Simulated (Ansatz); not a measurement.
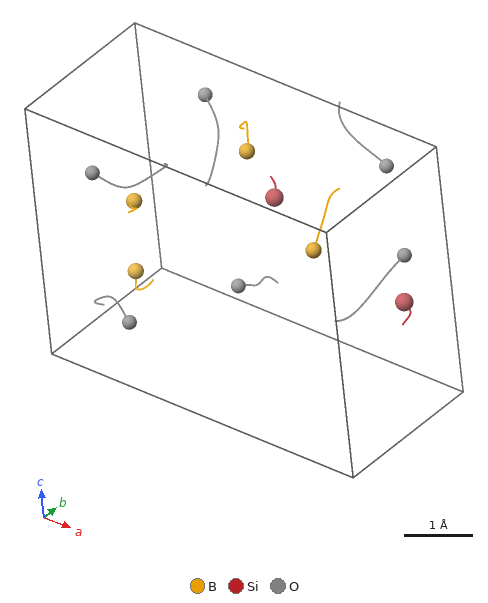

Molecular dynamics of an amorphous cell of composition SiB2O3 (12 atoms in the cell), 40 fs long. Lines trace each atom's path, in the colour of its element; spheres stand at the starting positions. Seen slightly off an axis in the simulation cell.

The calculation used DFT, PAW plane waves, PBE in Ansatz 0.2.0. Set-up: plane-wave cutoff 420 eV; k-point mesh 3 × 3 × 4; cold smearing 0.15 eV; constant energy (NVE); velocities drawn for 100 K; time step 1 fs.

Input file:
```yaml
crystal:
  lattice:
    - [5.313884, -0.776334, -0.228449]
    - [-0.424654, 5.007028, -0.412719]
    - [-0.551553, -0.946884, 4.119183]
  atoms:
    - { symbol: B, position: [0.185665, 0.383402, 0.583298] }
    - { symbol: B, position: [0.547851, 0.500479, 0.928425] }
    - { symbol: B, position: [0.094844, 0.551426, 0.192585] }
    - { symbol: B, position: [0.82425, 0.300869, 0.733717] }
    - { symbol: Si, position: [0.871649, 0.899097, 0.336949] }
    - { symbol: Si, position: [0.459294, 0.901709, 0.554126] }
    - { symbol: O, position: [0.838412, 0.955247, 0.855543] }
    - { symbol: O, position: [0.249776, 0.077748, 0.22786] }
    - { symbol: O, position: [0.175342, 0.08381, 0.797907] }
    - { symbol: O, position: [0.985472, 0.668368, 0.666147] }
    - { symbol: O, position: [0.484656, 0.45718, 0.36218] }
    - { symbol: O, position: [0.316971, 0.759193, 0.951452] }
kpoints:
  mp_grid: { grid: [3, 3, 4] }
magnetization:
  spin_polarized: false
scf:
  occupations: { method: cold, width: 0.15 }
hamiltonian:
  pseudopotentials: { kind: paw }
  xc: pbe
basis:
  ecutwfc: 420
md:
  timestep: 1.0
  n_steps: 40
  ensemble: nve
  temperature: 100.0
  initial_velocities: maxwell_boltzmann
  seed: 881307
```

Run as
```bash
ansatz run input.yaml --threads 2 --pin off --max-ram 2560MiB --backend cpu --events-out ev --progress --plain --runs-dir out
```

Question: Describe the motion.

Answer: Root-mean-square distances from the starting positions over the second half, with the common drift of all atoms taken out: O 1.02 Å, B 0.61 Å, Si 0.21 Å. The run lasts only 40 fs, too short to tell vibration from diffusion. Bond changes: one B–O bond forms at about 25 fs; one O–Si bond breaks at about 32 fs; one B–Si bond forms at about 32 fs; one B–O bond breaks at about 36 fs; 2 O–Si bonds form between 36 fs and 39 fs. The total energy stays between −2.6 and 0 meV per atom of its start. A straight-line fit has a slope that amounts to −1.2 meV per atom over 40 fs (0.1 % of the mean kinetic energy), and the ripple about it is 0.1 % of the kinetic energy's fluctuation. With a drift under 2 % and a ripple under 7 %, the integration is accurate.

Limits of the set-up: the k-point mesh is coarse for a cell with partly filled bands; the periodic images lie only 4.3 Å apart, so the values are limited by the cell's size.

The run took of the order of 4 core-minutes on a shared host.
